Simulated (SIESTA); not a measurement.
Band structure of Mn₃Si (Fm-3m, 4 atoms in the cell).

```xyz
4
Lattice="0.0000 2.8219 2.8219 2.8219 0.0000 2.8219 2.8219 2.8219 0.0000" Properties=species:S:1:pos:R:3 pbc="T T T"
Mn     1.4110     1.4110     1.4110
Mn     4.2329     4.2329     4.2329
Mn     2.8219     2.8219     2.8219
Si     0.0000     0.0000     0.0000
```
Moments meant for the start (each program seeds them in its own way; μB, in the order of the atoms Mn Mn Mn Si): 4.0 4.0 4.0 0.0.

Computed with LDA PW92, numerical atomic orbitals DZP, PseudoDojo LDA standard norm-conserving potentials (rewritten from UPF to PSML) run with SIESTA.

Settings: XC.functional = LDA; XC.authors = PW92; potentials = PseudoDojo LDA standard; PAO.BasisSize = DZP; PAO.EnergyShift = 0.01 Ry; MeshCutoff = 300 Ry; kgrid.MonkhorstPack = 7 7 7; OccupationFunction = FD; ElectronicTemperature = 1160.45 K; Spin = polarized; DM.InitSpin = [1 +4.00, 2 +4.00, 3 +4.00, 4 +0.00]; MaxSCFIterations = 150; SCF.Mixer.Method = Pulay; SCF.Mixer.Weight = 0.1.

The starting cell comes from a database of computed structures (which also holds hypothetical and non-ambient phases and stackings), without a prior relaxation at this level. The magnetic order is the one reached from the typed start; others were not searched systematically. Values carry the incompleteness of an atom-centred basis.

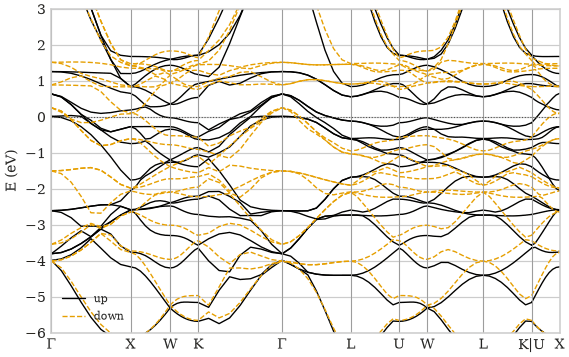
Figure. Bands along the path, energies from the Fermi level.

Levels in eV from the Fermi level, bands 23 to 28 of the first spin channel:
```csv
point,23,24,25,26,27,28
Γ,0.01,0.64,0.64,0.64,1.26,1.26
X,-0.74,-0.27,-0.27,0.19,0.65,0.84
W,-1.20,-0.34,-0.27,-0.02,0.36,0.36
K,-0.85,-0.63,-0.56,-0.16,0.54,0.93
L,-0.62,-0.60,-0.12,-0.12,0.56,0.56
U,-0.85,-0.63,-0.56,-0.16,0.54,0.93
```

Bands cross the Fermi level along this path, so the cell is metallic at this level.

Higher empty bands are left out: an atom-centred basis made for the valence describes them poorly.

The net moment of the cell came out as 1.20 μB.
